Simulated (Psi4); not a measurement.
# Si2NH6F (SMILES F[SiH2]N[SiH3]): levels of theory compared

We compute a comparison of 3 runs (HF/STO-3G, B3LYP/6-31G*, HSE06/cc-pVDZ) of Si2NH6F. 

Program for the calculation: Psi4 1.11.

2 further runs of the same task are left out: 2 set aside as unsound or not needed.

## 1. The molecule

Si2NH6F: 10 atoms, total charge 0, spin state singlet. As SMILES, `F[SiH2]N[SiH3]`. The Si4–H10 distance was set to 3.264 Å, away from the relaxed value. At this shape a bond of the SMILES string is far longer than usual.

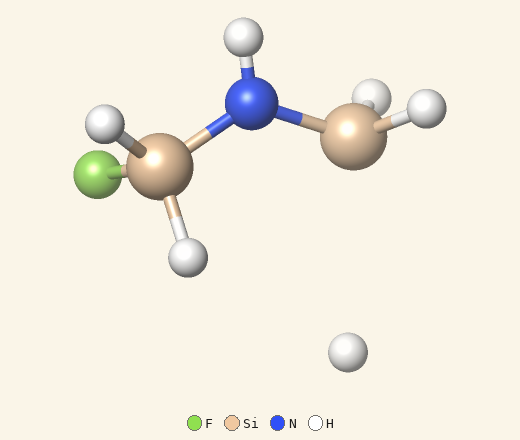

Viewed from a chosen angle; fluorine green, silicon light orange, nitrogen blue, hydrogen white.

## 2. Energy and gradient at HF/STO-3G (run 1)

File fh6nsi2.xyz:

```xyz
10
FH6NSi2
F     -0.218453     0.330936    -2.738625
Si     0.968047     0.638436    -1.707825
N      1.857847    -0.758164    -1.297825
Si     1.537847    -1.899464    -0.033225
H      1.860247     1.603836    -2.388625
H      0.332947     1.176036    -0.486025
H      2.607347    -0.999564    -1.931925
H      2.734547    -2.085464     0.829675
H      1.156747    -3.233164    -0.569925
H     -0.924400    -0.683300     1.730300
```

File calc.py:

```python
import psi4

psi4.set_memory('1600 MB')
psi4.set_num_threads(1)
psi4.core.set_output_file('fh6nsi2.out', False)

with open('fh6nsi2.xyz') as f:
    atoms = ''.join(f.readlines()[2:])
mol = psi4.geometry('0 1\n' + atoms + 'symmetry c1\nno_reorient\nno_com')

psi4.set_options(dict(basis='STO-3G', puream=True, e_convergence=1e-09, d_convergence=1e-08, scf_type='pk'))

energy_value, wavefunction = psi4.gradient("scf", return_wfn=True)
psi4.oeprop(wavefunction, "LOWDIN_CHARGES", "DIPOLE", "WIBERG_LOWDIN_INDICES")
print('gradient / Eh bohr^-1')
print(energy_value.np.round(6))
print(f'energy = {wavefunction.energy():.10f} Eh')
```

Launch:

```bash
$ python calc.py
```

fh6nsi2.out:

```text
[...]
  Running in c1 symmetry.
[...]
  Nuclear repulsion =  223.339165847144812
[...]
  Multiplicity = 1
[...]
  Nalpha       = 25
  Nbeta        = 25
[...]
    Number of basis functions: 34
[...]
   @RHF iter   1:  -725.96657040375123   -2.78476e+00   9.59495e-03 DIIS/ADIIS
[...]
   @RHF iter  11:  -726.19063158637994   -3.75167e-12   5.11179e-09 DIIS
[...]
  @RHF Final Energy:  -726.19063158637994
   => Energetics <=
    Nuclear Repulsion Energy =            223.3391658471448125
    One-Electron Energy =               -1457.6704302627285870
    Two-Electron Energy =                 508.1406328292038097
    Total Energy =                       -726.1906315863799364
[...]
  -Total Gradient:
     Atom            X                  Y                   Z
    ------   -----------------  -----------------  -----------------
       1        0.006876011702     0.006149528759     0.006695900452
       2       -0.009150558232    -0.036065357319    -0.011596067047
       3        0.011571170681     0.002172386931    -0.010438306181
       4        0.020036114835     0.006062927458    -0.029299486039
       5        0.016530349804     0.017448156718    -0.016588955083
       6       -0.015217833983     0.008559194034     0.023031794538
       7       -0.005131129583     0.003423127215     0.002278106220
       8        0.022888369961    -0.004581953414     0.014383680612
       9       -0.004375113168    -0.024934300040    -0.009992563246
      10       -0.044027382008     0.021766289652     0.031525895775
[...]
```

The script printed:

```text
gradient / Eh bohr^-1
[[ 0.006876  0.00615   0.006696]
 [-0.009151 -0.036065 -0.011596]
 [ 0.011571  0.002172 -0.010438]
 [ 0.020036  0.006063 -0.029299]
 [ 0.01653   0.017448 -0.016589]
 [-0.015218  0.008559  0.023032]
 [-0.005131  0.003423  0.002278]
 [ 0.022888 -0.004582  0.014384]
 [-0.004375 -0.024934 -0.009993]
 [-0.044027  0.021766  0.031526]]
energy = -726.1906315864 Eh
```

Run time: 2.4 s. Hardware: 1 thread of Intel Xeon 6975P-C (Granite Rapids), shared host; peak memory 0.18 GiB.

## 3. A single-point energy at B3LYP/6-31G(d) (Cartesian functions) (run 2)

File job.inp:

```
memory 1600 mb

molecule molecule1 {
  F     -0.41281634     0.62537840    -5.17525121
  Si     1.82934371     1.20646919    -3.22732152
  N      3.51082201    -1.43272232    -2.45253381
  Si     2.90610965    -3.58946674    -0.06278615
  H      3.51535735     3.03081079    -4.51384706
  H      0.62917864     2.22238595    -0.91845414
  H      4.92717174    -1.88890220    -3.65080914
  H      5.16754490    -3.94095580     1.56785852
  H      2.18593503    -6.10979448    -1.07700216
  H     -1.74686283    -1.29124986     3.26979311
  units au
  symmetry c1
  no_reorient
  no_com
}

set basis 6-31G*
set puream false
set e_convergence 1e-09
set d_convergence 1e-08
set scf_type pk
set dft_radial_points 99
set dft_spherical_points 590

result, w = energy('b3lyp', return_wfn=True)
oeprop(w, 'DIPOLE', 'WIBERG_LOWDIN_INDICES', 'MULLIKEN_CHARGES')
```

Launch:

```bash
$ psi4 -i job.inp -o job.out -n 1
```

job.out:

```text
[...]
  Running in c1 symmetry.
[...]
  Nuclear repulsion =  223.339165961319765
[...]
  Multiplicity = 1
[...]
  Nalpha       = 25
  Nbeta        = 25
[...]
    Number of basis functions: 80
[...]
   @RKS iter   1:  -736.71695594389166   -2.00469e-01   1.10510e-02 DIIS/ADIIS
[...]
   @RKS iter  15:  -737.12266529630347   -1.21759e-10   6.88185e-09 DIIS
[...]
  @RKS Final Energy:  -737.12266529630347
   => Energetics <=
    Nuclear Repulsion Energy =            223.3391659613197646
    One-Electron Energy =               -1463.8451524326778781
    Two-Electron Energy =                 552.9429777884242867
    DFT Exchange-Correlation Energy =     -49.5596566133697181
    Empirical Dispersion Energy =           0.0000000000000000
    VV10 Nonlocal Energy =                  0.0000000000000000
    Total Energy =                       -737.1226652963034667
[...]
 Multipole Moments:
 ------------------------------------------------------------------------------------
     Multipole            Electronic (a.u.)      Nuclear  (a.u.)        Total (a.u.)
 ------------------------------------------------------------------------------------
 L = 1.  Multiply by 2.5417464519 to convert [e a0] to [Debye]
 Dipole X            :       -100.5655619          101.8350789            1.2695170
 Dipole Y            :         45.3666381          -45.7403219           -0.3736838
 Dipole Z            :        114.7496279         -115.1289658           -0.3793379
 Magnitude           :                                                    1.3766663
[...]
```

It took 18 s on 1 thread of Intel Xeon 6975P-C (Granite Rapids), shared host; peak memory 0.83 GiB.

## 4. The energy at HSE06/cc-pVDZ (run 3)

File job.dat:

```
memory 1600 MB

molecule {
  F
  Si 1 R2
  N 2 R3 1 A3
  Si 3 R4 2 A4 1 D4
  H 2 R5 1 A5 3 D5
  H 2 R6 5 A6 1 D6
  H 3 R7 2 A7 6 D7
  H 4 R8 3 A8 7 D8
  H 4 R9 8 A9 3 D9
  H 6 R10 2 A10 5 D10

  R2 = 1.601527
  R3 = 1.705971
  A3 = 112.57651
  R4 = 1.733257
  A4 = 128.17848
  D4 = -87.55933
  R5 = 1.480374
  A5 = 106.00478
  D5 = 119.41373
  R6 = 1.478229
  A6 = 113.69553
  D6 = -116.6146
  R7 = 1.010993
  A7 = 115.55707
  D7 = -156.73584
  R8 = 1.487038
  A8 = 110.92612
  D8 = 60.1039
  R9 = 1.487293
  A9 = 107.6645
  D9 = 122.85759
  R10 = 3.154386
  A10 = 122.52173
  D10 = -161.38147
  units angstrom
  symmetry c1
  no_reorient
  no_com
}

set basis cc-pVDZ
set reference rks
set puream true
set e_convergence 1e-09
set d_convergence 1e-08
set scf_type pk
set dft_radial_points 99
set dft_spherical_points 590

result, w = energy('hse06', return_wfn=True)
```

Launch:

```bash
$ psi4 -i job.dat -o job.out -n 1
```

job.out:

```text
[...]
  Running in c1 symmetry.
[...]
  Nuclear repulsion =  223.339122968077987
[...]
  Multiplicity = 1
[...]
  Nalpha       = 25
  Nbeta        = 25
[...]
    Number of basis functions: 94
[...]
   @RKS iter   1:  -736.38865977582077   -1.65312e-01   8.68620e-03 ADIIS/DIIS
[...]
   @RKS iter  16:  -736.74072048430912   -2.84217e-12   1.89291e-09 DIIS
[...]
  @RKS Final Energy:  -736.74072048430912
   => Energetics <=
    Nuclear Repulsion Energy =            223.3391229680779873
    One-Electron Energy =               -1463.6529597106268739
    Two-Electron Energy =                 550.5176128540066429
    DFT Exchange-Correlation Energy =     -46.9444965957669638
    Empirical Dispersion Energy =           0.0000000000000000
    VV10 Nonlocal Energy =                  0.0000000000000000
    Total Energy =                       -736.7407204843091222
[...]
 Multipole Moments:
 ------------------------------------------------------------------------------------
     Multipole            Electronic (a.u.)      Nuclear  (a.u.)        Total (a.u.)
 ------------------------------------------------------------------------------------
 L = 1.  Multiply by 2.5417464519 to convert [e a0] to [Debye]
 Dipole X            :          4.3851718           -3.3237801            1.0613916
 Dipole Y            :          1.9422323           -2.6618394           -0.7196071
 Dipole Z            :         -4.6689327            5.3391321            0.6701994
 Magnitude           :                                                    1.4469119
[...]
```

Run time: 73 s. Hardware: 1 thread of Intel Xeon 6975P-C (Granite Rapids), shared host; peak memory 0.97 GiB.

## 5. Overview of the runs

```csv
run,level,task,Cartesian functions,energy (Eh),dipole moment (D),HOMO energy (eV),LUMO energy (eV),wall time
1,HF/STO-3G,gradient,no,-726.190632,2.69,-4.09,2.27,2.4 s
2,B3LYP/6-31G* (Cartesian functions),energy,yes,-737.122665,3.50,-6.32,-3.78,18 s
3,HSE06/cc-pVDZ,energy,no,-736.740720,3.68,-6.17,-4.09,73 s
```

## 6. What came out

| quantity | value |
| --- | --- |
| run 3: total energy | -736.74072 Eh |
| run 3: dipole moment | 3.68 D |
| run 3: HOMO energy | -6.17 eV |
| run 3: LUMO energy | -4.09 eV |
| run 3: HOMO–LUMO gap | 2.08 eV |

**Reading.** The dipole moment (its size) runs from 2.69 D (HF/STO-3G) to 3.68 D (HSE06/cc-pVDZ). The two ends differ in method and basis. The HOMO–LUMO gap runs from 2.08 eV (HSE06/cc-pVDZ) to 6.37 eV (HF/STO-3G). Totals of different functionals can't be ranked against each other. In run 1 the basis is minimal, so the values are rough. In runs 1, 2, 3 a closed-shell determinant meets a far-stretched bond, which it describes badly. All runs together took 93 s, the longest 73 s.
